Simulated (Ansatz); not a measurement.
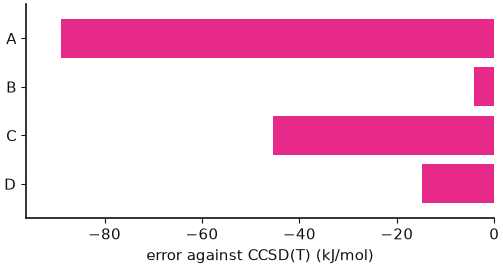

Error in the electronic atomisation energy (method less reference, so positive means overbinding) of Si₄H₈O, SMILES O[Si@@H]1[SiH2][Si@H]1[SiH3]: functionals in def2-TZVPP against frozen-core CCSD(T) at the limit (MP2 extrapolated from triple and quadruple zeta, plus CCSD(T) less MP2 in a smaller set), which gives 3982.3 kJ/mol, at a PBE0-D4/def2-TZVP geometry (no frequency check), no zero-point or spin-orbit term, the Ansatz code 0.2.0. The reference leaves out core correlation, a term that grows with the number of heavy atoms. B2PLYP holds a correlation term that converges slowly with the basis, so part of the distance to the limit is basis error. No dispersion term is added to B2PLYP. Limit means the basis limit.

### The letters stand for B2PLYP, MP2 limit, PBE-D4 and PBE0-D4. Which is which?

A: B2PLYP (−89.0 kJ/mol); B: MP2 limit (−4.1 kJ/mol); C: PBE0-D4 (−45.5 kJ/mol); D: PBE-D4 (−14.8 kJ/mol).
